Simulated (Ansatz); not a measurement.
# Sb2As2C: from a guess to a relaxed structure, part 2 of 2

Where does this trial cell of Sb2As2C go when cell and atoms are let free?

Ansatz 0.2.0; DFT PBE, scalar-relativistic, plane waves, PAW.

**5. Full relaxation**

The end of the coarse run is made exact in the group found at a tolerance of 0.06 Å and reduced to its primitive cell.

input.yaml

```yaml
crystal:
  lattice:
    - [-1.8949843271, 3.4035540291, 4.4330359814]
    - [1.8949843271, -3.4035540291, 4.4330359814]
    - [1.8949843271, 3.4035540291, -4.4330359814]
  atoms:
    - { symbol: Sb, position: [0.2122322223, 0.7122322223, 0.5] }
    - { symbol: Sb, position: [0.7877677777, 0.2877677777, 0.5] }
    - { symbol: As, position: [0.226580429, 0.0, 0.226580429] }
    - { symbol: As, position: [0.773419571, 0.0, 0.773419571] }
    - { symbol: C, position: [0.5, 0.0, 0.5] }
basis:
  ecutwfc: 420
kpoints:
  mp_grid: { grid: [12, 12, 12] }
hamiltonian:
  xc: pbe
scf:
  occupations: { method: gaussian, width: 0.1 }
output:
  forces: true
  stress: true
  eigenvalues: true
  write_density: true
  write_potential: true
  elf: true
  volumetric_format: npy
relax:
  adjacent_minimum: "off"
  f_tol: 0.01
  max_steps: 80
  cell: { stress_tol: 0.05 }
```

The run is started by

```
$ ansatz run input.yaml --threads 1 --pin off --max-ram 2560MiB --backend cpu --events-out ev --progress --plain --runs-dir out
```

Output:

```text
Warning: RAYON_NUM_THREADS=1 ignored (pool sized by the plan → 1); use --threads N
[... 10 set-up lines as earlier in the session ...]
Crystal: 5 atoms, lattice volume = 114.367 Å³
Basis set: ecut = 420 eV, 2215 PW (Γ), exchange–correlation on 80×80×80 points (8 copies of the dense FFT grid, shifted against one another)
Bands: 39, of which v1, the nominal top of the filled ones, is band 32 counted from 1 (31 counted from 0)
[... 1 set-up line as earlier in the session ...]
Space group: Immm (ITA 71), of the structure as read, at distance tolerance 4.9e-5 Å
k-points: 280 of 1728
[... 10 set-up lines as earlier in the session ...]
SCF iter   1: F=—  HF=-22927.800858 eV  |F-HF|=—  |Δ(HF+E_count)|=         —  Δρ=3.25e-3  dr2=2.29e-2  ethr=1.77e-3  ⟨swp⟩=6.9  Hψ=44300  notcnv=0
preconditioner: auto → LDOS  [metal: Δε(μ)=0.012 eV  Ē_g=8.442 eV  σ=0.100 eV  W_gap=0.07  n_scr=32 (ndim 8)  ℏωp=17.0 eV  f_vac=0.017  D(μ)=2.14/eV (n_scr^D=10)  β→1.0]
SCF iter   2: F=—  HF=-22927.798352 eV  |F-HF|=—  |Δ(HF+E_count)|=   2.51e-3  Δρ=1.47e-3  dr2=4.46e-3  ethr=3.58e-5  ⟨swp⟩=2.0  Hψ=19871  notcnv=0  defer=169
SCF iter   3: F=—  HF=-22927.797372 eV  |F-HF|=—  |Δ(HF+E_count)|=   9.80e-4  Δρ=4.96e-4  dr2=5.36e-4  ethr=6.97e-6  ⟨swp⟩=2.0  Hψ=16638  notcnv=0  defer=169
SCF iter   4: F=—  HF=-22927.797240 eV  |F-HF|=—  |Δ(HF+E_count)|=   1.32e-4  Δρ=9.04e-5  dr2=9.06e-6  ethr=8.37e-7  ⟨swp⟩=2.0  Hψ=16628  notcnv=0  defer=169
SCF iter   5: F=—  HF=-22927.797232 eV  |F-HF|=—  |Δ(HF+E_count)|=   7.94e-6  Δρ=2.72e-5  dr2=6.96e-7  ethr=1.42e-8  ⟨swp⟩=2.0  Hψ=16678  notcnv=0  defer=169
SCF iter   6: F=-22927.797232 eV  HF=-22927.797232 eV  |F-HF|=1.59e-8  |Δ(HF+E_count)|=   6.92e-7  Δρ=4.81e-6  dr2=2.10e-8  ethr=1.56e-10  ⟨swp⟩=13.4  Hψ=82882  notcnv=0
SCF 1 converged in 6 iterations: F = -22927.797232 eV  dr2 = 2.10e-8
relax step   1: F+E_penalty+E_count = -22927.79723248 eV  Δ(F+E_penalty+E_count) = +0.000e0 eV  max|allowed force component| = 5.140e-2 eV/Å  Δτ_max = 0.0000 Å  P = -0.098 GPa  Ω = 114.367 Å³  (6 SCF iters, dr2 threshold 1.00e-7 eV, accepted)
Crystal: 5 atoms, lattice volume = 113.591 Å³
Basis set: ecut = 420 eV, 2199 PW (Γ), exchange–correlation on 80×80×80 points (8 copies of the dense FFT grid, shifted against one another)
Initial density: handed on by an earlier stage of this run
Initial wavefunctions: those handed on with the density
iter 1 solved again at ethr=1.16e-6 eV; its pass at ethr=3.10e-3 eV (dr2=7.41e-4 eV) is discarded
SCF iter   1: F=—  HF=-22927.804961 eV  |F-HF|=—  |Δ(HF+E_count)|=         —  Δρ=9.06e-4  dr2=7.32e-4  ethr=1.16e-6  ⟨swp⟩=2.0  Hψ=60248  notcnv=0
preconditioner: auto → Kerker (q_TF=auto, 2.479 Å⁻¹)  [metal: Δε(μ)=0.003 eV  Ē_g=8.443 eV  σ=0.100 eV  W_gap=0.02  n_scr=32 (ndim 8)  ℏωp=17.1 eV  f_vac=0.007  D(μ)=2.17/eV (n_scr^D=12)]
SCF iter   2: F=—  HF=-22927.804924 eV  |F-HF|=—  |Δ(HF+E_count)|=   3.73e-5  Δρ=5.54e-4  dr2=2.97e-4  ethr=1.14e-6  ⟨swp⟩=1.0  Hψ=10920  notcnv=0
SCF iter   3: F=—  HF=-22927.804897 eV  |F-HF|=—  |Δ(HF+E_count)|=   2.63e-5  Δρ=1.27e-4  dr2=3.20e-5  ethr=4.64e-7  ⟨swp⟩=2.2  Hψ=13889  notcnv=0
SCF iter   4: F=—  HF=-22927.804892 eV  |F-HF|=—  |Δ(HF+E_count)|=   4.81e-6  Δρ=5.76e-5  dr2=3.38e-6  ethr=5.00e-8  ⟨swp⟩=2.0  Hψ=19599  notcnv=0
SCF iter   5: F=-22927.804893 eV  HF=-22927.804893 eV  |F-HF|=1.70e-7  |Δ(HF+E_count)|=   8.83e-7  Δρ=1.71e-5  dr2=3.60e-7  ethr=7.81e-10  ⟨swp⟩=7.2  Hψ=78597  notcnv=0
SCF 2 converged in 5 iterations: F = -22927.804893 eV  dr2 = 3.60e-7
relax step   2: F+E_penalty+E_count = -22927.80489315 eV  Δ(F+E_penalty+E_count) = -7.661e-3 eV  max|allowed force component| = 2.838e-2 eV/Å  Δτ_max = 0.0146 Å  P = -0.026 GPa  Ω = 113.591 Å³  energy of the carried Pulay correction = +3.465e-4 eV  (5 SCF iters, dr2 threshold 5.00e-7 eV, accepted)
Crystal: 5 atoms, lattice volume = 112.449 Å³
Basis set: ecut = 420 eV, 2163 PW (Γ), exchange–correlation on 80×80×80 points (8 copies of the dense FFT grid, shifted against one another)
iter 1 solved again at ethr=2.81e-6 eV; its pass at ethr=3.10e-3 eV (dr2=1.80e-3 eV) is discarded
SCF iter   1: F=—  HF=-22927.809130 eV  |F-HF|=—  |Δ(HF+E_count)|=         —  Δρ=1.01e-3  dr2=1.77e-3  ethr=2.81e-6  ⟨swp⟩=2.0  Hψ=59906  notcnv=0
preconditioner: auto → Kerker (q_TF=auto, 2.484 Å⁻¹)  [metal: Δε(μ)=0.001 eV  Ē_g=8.460 eV  σ=0.100 eV  W_gap=0.01  n_scr=32 (ndim 8)  ℏωp=17.2 eV  f_vac=0.002  D(μ)=2.52/eV (n_scr^D=16)]
SCF iter   2: F=—  HF=-22927.808880 eV  |F-HF|=—  |Δ(HF+E_count)|=   2.50e-4  Δρ=5.71e-4  dr2=5.87e-4  ethr=2.77e-6  ⟨swp⟩=1.0  Hψ=10920  notcnv=0
SCF iter   3: F=—  HF=-22927.808780 eV  |F-HF|=—  |Δ(HF+E_count)|=   9.97e-5  Δρ=1.28e-4  dr2=2.93e-5  ethr=9.17e-7  ⟨swp⟩=2.8  Hψ=18820  notcnv=0
SCF iter   4: F=—  HF=-22927.808773 eV  |F-HF|=—  |Δ(HF+E_count)|=   6.75e-6  Δρ=6.37e-5  dr2=6.50e-6  ethr=4.58e-8  ⟨swp⟩=2.0  Hψ=19845  notcnv=0
SCF iter   5: F=—  HF=-22927.808773 eV  |F-HF|=—  |Δ(HF+E_count)|=   1.78e-7  Δρ=2.06e-5  dr2=7.77e-7  ethr=1.02e-8  ⟨swp⟩=2.1  Hψ=18800  notcnv=0
SCF iter   6: F=-22927.808773 eV  HF=-22927.808773 eV  |F-HF|=9.82e-9  |Δ(HF+E_count)|=   1.13e-7  Δρ=6.89e-6  dr2=6.68e-8  ethr=2.21e-10  ⟨swp⟩=9.9  Hψ=80218  notcnv=0
SCF 3 converged in 6 iterations: F = -22927.808773 eV  dr2 = 6.68e-8
relax step   3: F+E_penalty+E_count = -22927.80877325 eV  Δ(F+E_penalty+E_count) = -3.880e-3 eV  max|allowed force component| = 1.758e-2 eV/Å  Δτ_max = 0.0269 Å  P = +0.075 GPa  Ω = 112.449 Å³  energy of the carried Pulay correction = +8.613e-4 eV  (6 SCF iters, dr2 threshold 1.42e-7 eV, accepted)
[... from here on, the SCF cycles and remarks between the steps are left out ...]
relax step   4: F+E_penalty+E_count = -22927.81104948 eV  Δ(F+E_penalty+E_count) = -2.276e-3 eV  max|allowed force component| = 4.001e-2 eV/Å  Δτ_max = 0.0599 Å  P = -0.376 GPa  Ω = 112.297 Å³  energy of the carried Pulay correction = +9.303e-4 eV  (7 SCF iters, dr2 threshold 2.16e-7 eV, accepted)
relax step   5: F+E_penalty+E_count = -22927.82442312 eV  Δ(F+E_penalty+E_count) = -1.337e-2 eV  max|allowed force component| = 2.202e-1 eV/Å  Δτ_max = 0.0896 Å  P = +0.008 GPa  Ω = 109.744 Å³  energy of the carried Pulay correction = +2.101e-3 eV  (7 SCF iters, dr2 threshold 5.00e-7 eV, accepted)
relax step   6: F+E_penalty+E_count = -22927.89824098 eV  Δ(F+E_penalty+E_count) = -7.382e-2 eV  max|allowed force component| = 3.607e-1 eV/Å  Δτ_max = 0.0560 Å  P = +0.559 GPa  Ω = 107.173 Å³  energy of the carried Pulay correction = +3.308e-3 eV  (7 SCF iters, dr2 threshold 5.00e-7 eV, accepted)
relax step   7: F+E_penalty+E_count = -22927.86238316 eV  Δ(F+E_penalty+E_count) = +3.586e-2 eV  max|allowed force component| = 1.338e-1 eV/Å  Δτ_max = 0.1070 Å  P = +1.680 GPa  Ω = 105.822 Å³  energy of the carried Pulay correction = +3.953e-3 eV  (7 SCF iters, dr2 threshold 5.00e-7 eV, rejected (line search))
relax step   8: F+E_penalty+E_count = -22927.91445218 eV  Δ(F+E_penalty+E_count) = -1.621e-2 eV  max|allowed force component| = 1.155e-1 eV/Å  Δτ_max = 0.0615 Å  P = -0.934 GPa  Ω = 112.007 Å³  energy of the carried Pulay correction = +1.062e-3 eV  (11 SCF iters, accepted)
relax step   9: F+E_penalty+E_count = -22927.91575332 eV  Δ(F+E_penalty+E_count) = -1.301e-3 eV  max|allowed force component| = 9.674e-2 eV/Å  Δτ_max = 0.0227 Å  P = +1.451 GPa  Ω = 106.761 Å³  energy of the carried Pulay correction = +3.504e-3 eV  (7 SCF iters, dr2 threshold 5.00e-7 eV, rejected (line search))
relax step  10: F+E_penalty+E_count = -22927.92843867 eV  Δ(F+E_penalty+E_count) = -1.399e-2 eV  max|allowed force component| = 3.850e-2 eV/Å  Δτ_max = 0.0202 Å  P = -0.046 GPa  Ω = 109.424 Å³  energy of the carried Pulay correction = +2.250e-3 eV  (10 SCF iters, accepted)
relax step  11: F+E_penalty+E_count = -22927.92891411 eV  Δ(F+E_penalty+E_count) = -4.754e-4 eV  max|allowed force component| = 7.418e-2 eV/Å  Δτ_max = 0.0063 Å  P = +0.131 GPa  Ω = 109.253 Å³  energy of the carried Pulay correction = +2.330e-3 eV  (6 SCF iters, dr2 threshold 1.02e-7 eV, accepted)
relax step  12: F+E_penalty+E_count = -22927.92937221 eV  Δ(F+E_penalty+E_count) = -4.581e-4 eV  max|allowed force component| = 2.849e-3 eV/Å  Δτ_max = 0.0056 Å  P = +0.004 GPa  Ω = 109.199 Å³  energy of the carried Pulay correction = +2.355e-3 eV  (4 SCF iters, dr2 threshold 4.02e-7 eV, accepted)
relax step  13: F+E_penalty+E_count = -22927.93756273 eV  Δ(F+E_penalty+E_count) = -8.191e-3 eV  max|allowed force component| = 7.231e-3 eV/Å  Δτ_max = 0.0000 Å  P = +0.115 GPa  Ω = 109.199 Å³  stress off target by 3.53e-1 GPa  SCF on the basis re-selected at this cell (its energy is not comparable with the rows above)  (8 SCF iters)
relax step  14: F+E_penalty+E_count = -22927.93813027 eV  Δ(F+E_penalty+E_count) = -5.675e-4 eV  max|allowed force component| = 6.678e-3 eV/Å  Δτ_max = 0.0010 Å  P = +0.064 GPa  Ω = 109.363 Å³  energy of the carried Pulay correction = -6.832e-5 eV  (4 SCF iters, dr2 threshold 3.12e-7 eV, accepted)
relax step  15: F+E_penalty+E_count = -22927.93821364 eV  Δ(F+E_penalty+E_count) = -8.337e-5 eV  max|allowed force component| = 1.061e-3 eV/Å  Δτ_max = 0.0043 Å  P = +0.001 GPa  Ω = 109.509 Å³  energy of the carried Pulay correction = -1.301e-4 eV  (5 SCF iters, dr2 threshold 4.94e-8 eV, accepted)
iter 1 solved again at ethr=2.81e-7 eV; its pass at ethr=3.10e-3 eV (dr2=1.80e-4 eV) is discarded
SCF iter   1: F=—  HF=-22927.938380 eV  |F-HF|=—  |Δ(HF+E_count)|=         —  Δρ=1.19e-5  dr2=2.75e-8  ethr=2.81e-7  ⟨swp⟩=2.9  Hψ=67725  notcnv=0
eigensolver tolerance schedule: the retry pair's looser diagonalisation over-reported the residual by 6536.01 of it (diagonalisation noise at 1.45 of the residual, at the tolerance the schedule requests for it); recorded, not acted on — ethr = c·dr2/N_el stays at c = 1.0e-1
SCF iter   2: F=—  HF=-22927.938354 eV  |F-HF|=—  |Δ(HF+E_count)|=   2.68e-5  Δρ=6.61e-6  dr2=1.49e-8  ethr=4.29e-11  ⟨swp⟩=3.2  Hψ=23529  notcnv=0
SCF iter   3: F=—  HF=-22927.938354 eV  |F-HF|=—  |Δ(HF+E_count)|=   5.16e-8  Δρ=2.94e-6  dr2=4.16e-9  ethr=2.32e-11  ⟨swp⟩=2.0  Hψ=13965  notcnv=0
SCF iter   4: F=—  HF=-22927.938354 eV  |F-HF|=—  |Δ(HF+E_count)|=   9.37e-9  Δρ=1.14e-6  dr2=1.41e-9  ethr=6.50e-12  ⟨swp⟩=2.0  Hψ=14045  notcnv=0
SCF iter   5: F=—  HF=-22927.938354 eV  |F-HF|=—  |Δ(HF+E_count)|=  9.13e-10  Δρ=2.56e-7  dr2=1.89e-10  ethr=2.20e-12  ⟨swp⟩=2.0  Hψ=19823  notcnv=0
SCF iter   6: F=-22927.938354 eV  HF=-22927.938354 eV  |F-HF|=2.55e-11  |Δ(HF+E_count)|=  1.46e-11  Δρ=1.01e-7  dr2=3.16e-11  ethr=1.00e-12  ⟨swp⟩=4.6  Hψ=53008  notcnv=0
SCF 16 converged in 6 iterations: F = -22927.938354 eV  dr2 = 3.16e-11
relax step  16: F+E_penalty+E_count = -22927.93835373 eV  Δ(F+E_penalty+E_count) = -1.401e-4 eV  max|allowed force component| = 1.027e-3 eV/Å  Δτ_max = 0.0000 Å  P = +0.002 GPa  Ω = 109.509 Å³  stress off target by 1.70e-2 GPa  SCF on the basis re-selected at this cell (its energy is not comparable with the rows above)  (6 SCF iters)
basis re-selected at this cell: Δ(F+E_penalty+E_count) = -1.401e-4 eV, ΔP = +0.001 GPa vs the last step (what re-selecting the basis moved, of the pressure what is left beyond the Pulay correction that the steps carried, after the strain that the cell walked since its last selection, with what the two solves' SCF thresholds leave and, on support functions, any second-order correction that the steps lacked; it is no measure of the basis error at this ecutwfc). This SCF's stress stands 1.70e-2 GPa from its target on what of the cell is left free (relax.cell.stress_tol is 5.00e-2 GPa) and its largest allowed force component is 1.03e-3 eV/Å (relax.f_tol is 1.00e-2 eV/Å): within both
SCF converged after 6 iterations
Free energy (F): -22927.938354 eV
Harris-Foulkes:  -22927.938354 eV  (|F-HF|=2.55e-11)
Internal energy: -22927.925493 eV  (E = F + TS)
E sigma→0 (E₀):  -22927.931923 eV
Entropy (-TS):   -0.012861 eV (-2.572 meV/atom)
Fermi energy:    10.282108 eV
--- Per-component energies (eV) ---
  E_band       = -795.903580
  E_kinetic    = 701.115424
  E_local      = -6518.374119  (includes V_loc(G=0)·N_el)
  E_nonlocal   = -590.937086
  E_hartree    = 3272.348684
  E_xc         = -480.947600
  E_vxc        = -407.124560  (∫ρ·V_xc dr)
  E_paw        = -12916.607315  (= ΣΔE_a)
  E_vpaw       = -525.280611  (= ΣTr[D̂ρ^β])
  E_aug_tail   = 0.000017  (compensation charges beyond the density's cutoff)
  E_ewald      = -6394.523498
  E_smearing   = -0.012861  (= −TS)
  E_closure    = -0.000000  (closes the sum)
  Σ components = -22927.938354   (vs F -22927.938354, Δ=0.00e0)
--- Forces (eV/Å), atoms counted from 1 ---
  atom   1  Sb    -0.00000000     0.00000000     0.00102716
  atom   2  Sb     0.00000000    -0.00000000    -0.00102716
  atom   3  As    -0.00000000     0.00028018     0.00000000
  atom   4  As     0.00000000    -0.00028018     0.00000000
  atom   5  C     -0.00000000     0.00000000    -0.00000000
  max |Σ_I F_I| component: 9.49e-29 eV/Å
--- Stress (GPa, compression-positive) ---
       -0.009072      -0.000000      -0.000000
       -0.000000      -0.000913       0.000000
       -0.000000       0.000000       0.016973
  P = ⅓ Tr σ = 0.0023 GPa (0.023 kbar)
--- Band table (eV; the first three rows and the last of 280) ---
  k-point 0: bands = ["-25.8593", "-25.8508", "-25.8352", "-25.8317", "-25.8314", "-25.8313", "-25.8281", "-25.8233", "-25.7976", "-25.7934", "-19.1497", "-19.1456", "-19.1264", "-19.1157", "-19.1112", "-19.0969", "-19.0823", "-19.0807", "-19.0542", "-19.0392", "-4.5965", "-1.7057", "0.0357", "0.6374", "1.7374", "4.1253", "4.7729", "6.6846", "9.2108", "10.4843", "11.4476", "12.3893", "12.6616", "12.7360", "12.8065", "13.5441", "13.6151", "14.5374", "16.0407"]
  k-point 1: bands = ["-25.8592", "-25.8508", "-25.8341", "-25.8320", "-25.8317", "-25.8303", "-25.8280", "-25.8233", "-25.7979", "-25.7937", "-19.1460", "-19.1404", "-19.1258", "-19.1159", "-19.1065", "-19.0949", "-19.0845", "-19.0831", "-19.0560", "-19.0420", "-4.5263", "-1.7135", "0.1773", "0.6688", "1.8528", "4.2191", "4.9666", "6.5623", "8.8431", "10.6219", "11.3404", "11.9289", "12.3959", "12.4548", "12.5567", "12.8175", "13.2483", "14.7741", "15.2261"]
  k-point 2: bands = ["-25.8590", "-25.8507", "-25.8328", "-25.8325", "-25.8313", "-25.8277", "-25.8276", "-25.8235", "-25.7986", "-25.7946", "-19.1383", "-19.1296", "-19.1243", "-19.1162", "-19.0914", "-19.0907", "-19.0895", "-19.0859", "-19.0606", "-19.0495", "-4.3273", "-1.7019", "0.5577", "0.7764", "2.1861", "4.4913", "5.5163", "6.2787", "7.9812", "10.0777", "10.7135", "11.0256", "11.1532", "11.9151", "12.2161", "12.8661", "13.3597", "14.0138", "14.6713"]
  k-point 279: bands = ["-25.8593", "-25.8508", "-25.8352", "-25.8317", "-25.8314", "-25.8313", "-25.8280", "-25.8232", "-25.7977", "-25.7934", "-19.1486", "-19.1465", "-19.1258", "-19.1161", "-19.1112", "-19.0972", "-19.0821", "-19.0808", "-19.0542", "-19.0392", "-4.2790", "-1.8554", "-1.0966", "-0.2621", "3.3340", "6.1969", "6.3505", "7.6750", "8.0951", "9.0446", "9.4277", "9.6256", "11.9530", "12.3014", "12.8605", "13.4142", "13.9937", "15.0695", "15.2878"]
--- Relaxed structure (14 steps of the walk, 12 accepted, 2 SCFs on fresh bases) ---
  F+E_penalty+E_count = -22927.93835373 eV   max|allowed force component| = 1.027e-3 eV/Å   (the final SCF, on the basis selected at the relaxed cell)
  cell:  # Å, volume = 109.5087 Å³
    - [-1.6031583023517773, 3.3818624200774408, 5.049592988889418]
    - [1.6031583023517773, -3.3818624200774408, 5.049592988889418]
    - [1.6031583023517773, 3.3818624200774408, -5.049592988889418]
  atoms:
    - { symbol: Sb, position: [0.24667048276940937, 0.7466704827694094, 0.49999999999999994] }
    - { symbol: Sb, position: [0.7533295172305907, 0.2533295172305907, 0.5] }
    - { symbol: As, position: [0.2292698969176259, -3.913172559968627e-19, 0.2292698969176259] }
    - { symbol: As, position: [0.7707301030823741, -3.91317255996863e-19, 0.7707301030823741] }
    - { symbol: C, position: [0.5000000000000001, -3.9131725599686263e-19, 0.5000000000000001] }
```

It took 21 min on 1 thread of Intel Xeon at 2.70GHz, shared host; peak memory 1.2 GiB.

The steps of the relaxation:

| step | energy from step 1 (eV/cell) | largest force component (eV/Å) | pressure (GPa) | volume (Å³) |
| --- | --- | --- | --- | --- |
| 1 | 0.0000 | 0.0514 | -0.10 | 114.37 |
| 2 | -0.0077 | 0.0284 | -0.03 | 113.59 |
| 3 | -0.0115 | 0.0176 | 0.08 | 112.45 |
| 4 | -0.0138 | 0.0400 | -0.38 | 112.30 |
| 5 | -0.0272 | 0.2202 | 0.01 | 109.74 |
| 6 | -0.1010 | 0.3607 | 0.56 | 107.17 |
| 7 | -0.0652 | 0.1338 | 1.68 | 105.82 |
| 8 | -0.1172 | 0.1155 | -0.93 | 112.01 |
| 9 | -0.1185 | 0.0967 | 1.45 | 106.76 |
| 10 | -0.1312 | 0.0385 | -0.05 | 109.42 |
| 11 | -0.1317 | 0.0742 | 0.13 | 109.25 |
| 12 | -0.1321 | 0.0028 | 0.00 | 109.20 |
| 13 | -0.1403 | 0.0072 | 0.11 | 109.20 |
| 14 | -0.1409 | 0.0067 | 0.06 | 109.36 |
| 15 | -0.1410 | 0.0011 | 0.00 | 109.51 |
| 16 | -0.1411 | 0.0010 | 0.00 | 109.51 |

Step 1 is the start. Steps 13, 16 each repeat the geometry before them on a plane-wave basis chosen anew, so the energy can jump there without any move. Steps 7, 9 were tried and not accepted. The walk judges its steps with a correction for the finite basis (Pulay term) that this column leaves out, so accepted steps can climb here and lower ones be refused.

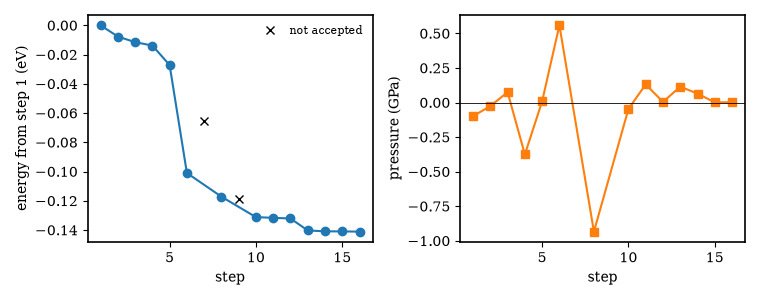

Energy and pressure along the relaxation.

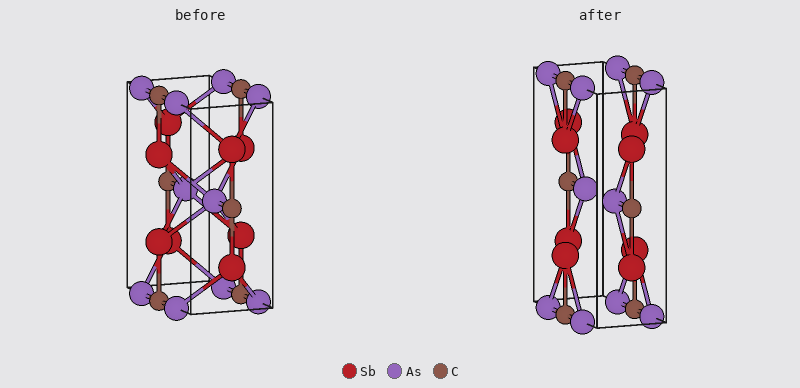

The structure before (left) and after (right) the relaxation, drawn at the same scale.

Lengths and angles in the start's conventional setting:

|  | before | after | change |
| --- | --- | --- | --- |
| a (Å) | 3.790 | 3.206 | -15.4 % |
| b (Å) | 6.807 | 6.764 | -0.6 % |
| c (Å) | 8.866 | 10.099 | +13.9 % |
| volume (Å³/atom) | 22.87 | 21.90 | -4.2 % |
| shortest distance (Å) | 1.861 | 1.831 | -1.6 % |
| space group (0.01 Å) | Immm | Immm | same |

The run keeps the 8 symmetry operations of the start, so it could not have lowered the symmetry.

Axes a, b and c in the maps are those of this run's conventional cell (a, b, c = 3.206, 6.764, 10.099 Å).

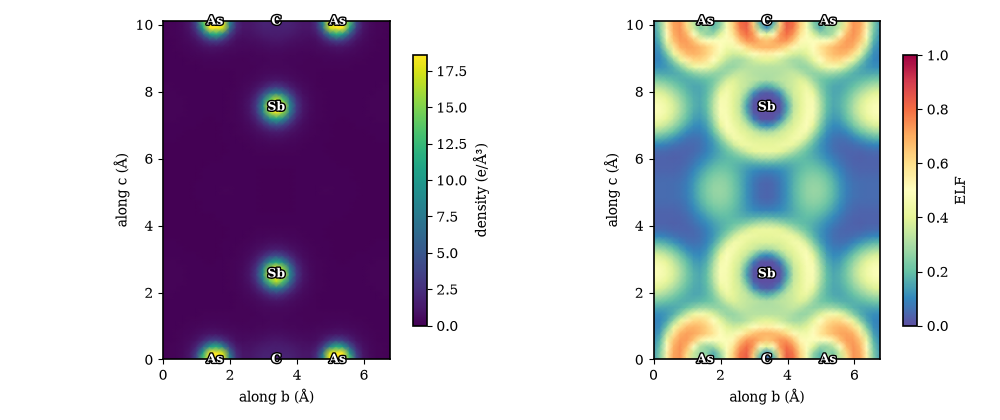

Density (left) and ELF (right) in a lattice plane of the grid's cell (edges 6.76 and 10.10 Å, at 0.000 of the third edge), which holds Sb and As and C. Only atoms in the plane are labelled; the density scale stops at 18.59 e/Å³. Both are smooth fields of the valence electrons: close to the nuclei they are not physical.

The highest ELF values outside the cores: 0.84 beside C, off the lines to its neighbours, 0.7 Å from C; 0.75 in the shell around As, 0.9 Å from As; 0.52 on the Sb–Sb line, 1.4 Å from Sb.

**6. What came out**

This closing draws on all 2 parts. Changes of volume or cell count from the first structure of part 1.

| quantity | value |
| --- | --- |
| symmetry at the end (tolerance 0.05 Å) | space group Immm (No. 71) |
| conventional cell | a = 3.206 Å, b = 6.764 Å, c = 10.099 Å, α = 90.00°, β = 90.00°, γ = 90.00° |
| volume | 21.90 Å³/atom |
| energy over the elements | +0.85 eV/atom |
| gap on the mesh | none (metal) |

The space group Immm (No. 71) is kept, and the volume per atom shrinks by 23.2 % from the first guess. With a positive formation energy it can't be a ground state. No finished test with a distortion of lower symmetry is shown, so the end may be a saddle point. Spin-orbit coupling is left out for Sb. Where forces pass 15 eV/Å atoms stand far too close, the PAW spheres overlap strongly and those numbers are rough.
